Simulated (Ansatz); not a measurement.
**C5H8O2 (acetylacetone (keto form)) at B3LYP/6-31G(d) (spherical functions)**

What is the electronic atomisation energy of C5H8O2 (acetylacetone (keto form)) at B3LYP/6-31G* (spherical functions)? 

The calculation is run with Ansatz 0.2.0.

28 further runs of the same task are left out: 28 set aside as unsound or not needed.

### 1 The molecule

C5H8O2: 15 atoms, total charge 0, spin state singlet. SMILES: `CC(=O)CC(C)=O`. The coordinates come from a PBE0-D4/def2-TZVP relaxation. This is one conformer, not always the lowest.

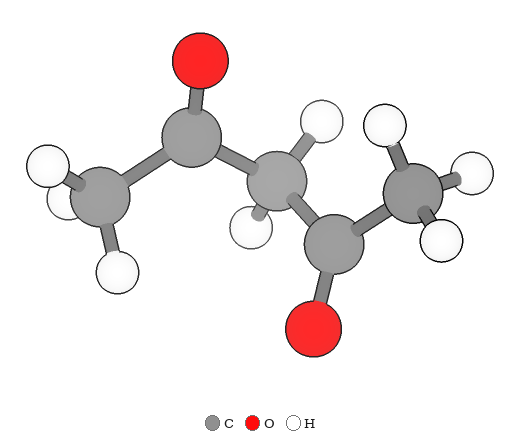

Viewed from a chosen angle; carbon grey, oxygen red, hydrogen white.

### 2 A single-point energy at B3LYP/6-31G(d) (spherical functions)

File run.yaml:

```yaml
crystal:
  periodic: [false, false, false]
  atoms:
    - {symbol: C, position_ang: [-1.246790, 1.404960, -1.197430]}
    - {symbol: C, position_ang: [-0.047030, 0.511730, -1.113160]}
    - {symbol: O, position_ang: [1.038310, 0.818220, -1.536800]}
    - {symbol: C, position_ang: [-0.257300, -0.817030, -0.398680]}
    - {symbol: C, position_ang: [0.025440, -0.579860, 1.079180]}
    - {symbol: C, position_ang: [1.448310, -0.765260, 1.509870]}
    - {symbol: O, position_ang: [-0.851520, -0.224100, 1.824690]}
    - {symbol: H, position_ang: [-0.964220, 2.386950, -1.571630]}
    - {symbol: H, position_ang: [-1.986100, 0.954180, -1.866590]}
    - {symbol: H, position_ang: [-1.719030, 1.483740, -0.214080]}
    - {symbol: H, position_ang: [-1.288930, -1.154460, -0.498010]}
    - {symbol: H, position_ang: [0.439550, -1.542820, -0.817740]}
    - {symbol: H, position_ang: [1.584770, -0.416860, 2.531720]}
    - {symbol: H, position_ang: [2.114560, -0.233550, 0.824620]}
    - {symbol: H, position_ang: [1.709980, -1.825820, 1.444030]}
basis:
  gaussian: {orbitals: 6-31G_st_-spherical.json}
output: {orbitals: {seedname: orbitals}}
magnetization: {spin_polarized: false, initial_magnetization: 0}
hamiltonian: {xc: {name: B3LYP}}
accuracy: high
```

The basis set 6-31G* is read from a file made from the Basis Set Exchange's data (not shown).

The run is started by

```bash
$ ansatz run run.yaml --threads 1 --pin off --max-ram 3480MiB --events-out events.jsonl --progress --plain --runs-dir runs
```

Output:

```text
Warning: RAYON_NUM_THREADS=1 ignored (pool sized by the plan → 1); use --threads N
Functional definition: B3LYP
  name "B3LYP"
  parameter a0 = 0.2
  parameter ax = 0.72
  parameter ac = 0.81
  exchange = (1 - a0 - ax)*slater_x + ax*b88_x + a0*exact_x
  correlation = (1 - ac)*vwn_rpa_c + ac*lyp_c
2836 factors; integrals over basis functions are off by at most 5.6e-9 eV
mean field evaluation 1: about -9398.7289 eV, gradient 7.1e1 eV
mean field evaluation 2: about -9388.2534 eV, gradient 1.0e2 eV
mean field evaluation 4: about -9408.9840 eV, gradient 2.6e0 eV
mean field evaluation 8: about -9409.3527 eV, gradient 2.8e-1 eV
mean field evaluation 16: about -9409.3529 eV, gradient 2.6e-5 eV
mean field -9409.35293721 eV, -345.7873425541 hartree, gradient 8.5e-8 eV, S^2 0.000000; 0 other end points of the search recorded, 0 dependent functions left out
reference -9409.35297410 eV, -345.7873439096 hartree; 27, 27 occupied and 87, 87 virtual orbitals, 2836 factors
Total energy: -9409.35297410 eV, -345.7873439096 hartree
```

Wall time 19 s (1 thread of Intel Xeon Platinum 8259CL at 2.50GHz (Skylake/Cascade Lake), shared host); peak memory 0.52 GiB.

### 3 The C atom, same level

File run.yaml:

```yaml
crystal:
  periodic: [false, false, false]
  atoms:
    - {symbol: C, position_ang: [0.000000, 0.000000, 0.000000]}
basis:
  gaussian:
    orbitals: 6-31G_st_-spherical.json
magnetization:
  spin_polarized: true
  initial_magnetization: 2
hamiltonian:
  xc: {name: B3LYP}
accuracy: high
```

The basis set 6-31G* is read from a file made from the Basis Set Exchange's data (not shown).

Run the same way, it converges to -37.84469 Eh (log not shown).

### 4 The H atom

File run.yaml:

```yaml
basis:
  gaussian:
    orbitals: "6-31G*"
crystal:
  periodic: [false, false, false]
  atoms:
    - {symbol: H, position_ang: [0.000000, 0.000000, 0.000000]}
magnetization:
  spin_polarized: true
  initial_magnetization: 1
hamiltonian:
  xc: {name: B3LYP}
accuracy: high
```

Run the same way, it converges to -0.50027 Eh (log not shown).

### 5 The O atom at the same level

File run.yaml:

```yaml
crystal:
  periodic: [false, false, false]
  atoms:
    - symbol: O
      position_ang: [0.000000, 0.000000, 0.000000]
basis:
  gaussian: {orbitals: 6-31G_st_-spherical.json}
accuracy: high
hamiltonian: {xc: {name: B3LYP}}
magnetization: {spin_polarized: true, initial_magnetization: 2}
```

The basis set 6-31G* is read from a file made from the Basis Set Exchange's data (not shown).

Run the same way, it converges to -75.05940 Eh (log not shown).

### 6 Outcome

Level: B3LYP/6-31G* (spherical functions).

```
                     quantity          value
       molecule: total energy  -345.78734 Eh
        molecule: HOMO energy       -6.80 eV
        molecule: LUMO energy       -1.15 eV
      molecule: HOMO–LUMO gap        5.65 eV
         C atom: total energy   -37.84469 Eh
                 C atom: ⟨S²⟩          2.002
         H atom: total energy    -0.50027 Eh
                 H atom: ⟨S²⟩          0.750
         O atom: total energy   -75.05940 Eh
                 O atom: ⟨S²⟩          2.002
electronic atomisation energy      66.474 eV
```

**Reading.** Taking the molecule apart into free atoms costs 66.47 eV (6414 kJ/mol), before zero-point energy and without spin-orbit coupling.
